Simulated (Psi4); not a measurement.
# [SiH5]− (SMILES [H][Si-]([H])([H])([H])[H]), run twice

Wanted: the energy of [SiH5]−, BHandH/cc-pV(T+d)Z (sfX2C).

The calculation is run with Psi4 1.11.

4 further runs of the same task are left out: 4 set aside as unsound or not needed.

### Step 1. Starting point

The species is [SiH5]− (6 atoms), meant as a singlet with charge -1. As SMILES, `[H][Si-]([H])([H])([H])[H]`. The shape is that of a GFN2-xTB optimisation.

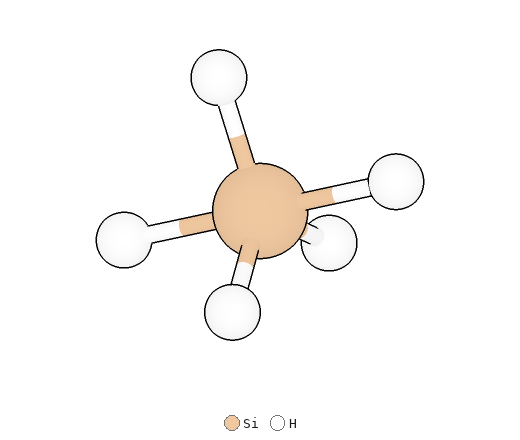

The structure, seen from a chosen angle (silicon light orange, hydrogen white).

### Step 2. Try one

run.py reads:

```python
import numpy as np
from ase.calculators.psi4 import Psi4
from ase import Atoms

a = Atoms(['Si', 'H', 'H', 'H', 'H', 'H'], positions=[
    [-0.000240, 0.000230, 0.001470],
    [-0.019890, -0.007790, 1.639910],
    [0.021790, 0.007860, -1.642440],
    [1.490630, 0.011850, 0.019200],
    [-0.757550, 1.285100, -0.002620],
    [-0.734730, -1.297250, -0.015520],
])
calc = Psi4(atoms=a, method='bhandh', basis='cc-pV(T+d)Z', memory='1600MB', num_threads=1, charge=-1, multiplicity=1, label='h5si')
calc.psi4.set_options({'scf_type': 'pk', 'dft_grid': 'fine', 'relativistic': 'x2c'})
a.calc = calc

print(f'energy: {a.get_potential_energy():.6f} eV')
```

The run is started by

```sh
$ python run.py
```

stdout:

```text
Error: option DFT_GRID is not contained in the list of available options.

Error: option DFT_GRID is not contained in the list of available options.

Did you mean?

Did you mean?
```

It took 1.4 s on 1 thread of AMD EPYC 7R43 (Zen 3), shared host; peak memory 0.17 GiB.

### Step 3. What went wrong

The input was rejected.

The telling line is `Error: option DFT_GRID is not contained in the list of available options.`. The fault: the input text is malformed or holds a word that the program doesn't know. To mend it: dft grid at its default in place of fine.

### Step 4. The mended input

run.py reads:

```python
import numpy as np
from ase.calculators.psi4 import Psi4
from ase import Atoms

atoms = Atoms(['Si', 'H', 'H', 'H', 'H', 'H'], positions=[
    [-0.000240, 0.000230, 0.001470],
    [-0.019890, -0.007790, 1.639910],
    [0.021790, 0.007860, -1.642440],
    [1.490630, 0.011850, 0.019200],
    [-0.757550, 1.285100, -0.002620],
    [-0.734730, -1.297250, -0.015520],
])
calc = Psi4(atoms=atoms, method='bhandh', basis='cc-pV(T+d)Z', memory='1600MB', num_threads=1, charge=-1, multiplicity=1, label='psi4-calc')
calc.psi4.set_options({'scf_type': 'pk', 'relativistic': 'x2c'})
atoms.calc = calc

print(f'energy: {atoms.get_potential_energy():.6f} eV')
```

The run is started by

```sh
$ python run.py
```

psi4-calc.dat:

```text
[...]
  Running in c1 symmetry.
[...]
  Nuclear repulsion =   26.139781458618401
[...]
  Multiplicity = 1
[...]
  Nalpha       = 10
  Nbeta        = 10
[...]
    Number of basis functions: 109
[...]
    WARNING: The X2C and Dirac Hamiltonians have substatially different eigenvalues!
             This is probably caused by the recontraction of the basis set.
[...]
   @RKS iter   1:  -291.96864761325776   -2.66847e-01   3.16826e-03 DIIS/ADIIS
[...]
   @RKS iter   6:  -292.05511789165973   -9.18931e-08   1.86194e-07 DIIS
[...]
    Orbital Energies [Eh]
    ---------------------
    Doubly Occupied:
       1A    -66.896970     2A     -5.363285     3A     -3.617318
       4A     -3.617311     5A     -3.615284     6A     -0.391470
       7A     -0.183988     8A     -0.183918     9A     -0.157838
      10A     -0.017864
[...]
  @RKS Final Energy:  -292.05511789165973
   => Energetics <=
    Nuclear Repulsion Energy =             26.1397814586184012
    One-Electron Energy =                -460.9763107595100564
    Two-Electron Energy =                 153.6522646284170435
    DFT Exchange-Correlation Energy =     -10.8708532191851663
    Empirical Dispersion Energy =           0.0000000000000000
    VV10 Nonlocal Energy =                  0.0000000000000000
    Total Energy =                       -292.0551178916597337
[...]
 Multipole Moments:
 ------------------------------------------------------------------------------------
     Multipole            Electronic (a.u.)      Nuclear  (a.u.)        Total (a.u.)
 ------------------------------------------------------------------------------------
 L = 1.  Multiply by 2.5417464519 to convert [e a0] to [Debye]
 Dipole X            :         -0.0024449            0.0011509           -0.0012940
 Dipole Y            :          0.0014517           -0.0010953            0.0003563
 Dipole Z            :          0.0194196           -0.0070006            0.0124190
 Magnitude           :                                                    0.0124913
[...]
```

The script printed:

```text
energy: -7947.224553 eV
```

It took 8.4 s on 1 thread of AMD EPYC 7R43 (Zen 3), shared host; peak memory 0.78 GiB.

### Step 5. Summary of results

At BHandH/cc-pV(T+d)Z (sfX2C):

```
                                             quantity          value
                                         total energy  -292.05512 Eh
                                          HOMO energy       -0.49 eV
                                          LUMO energy        7.30 eV
HOMO–LUMO gap (to an unbound level, set by the basis)        7.78 eV
```
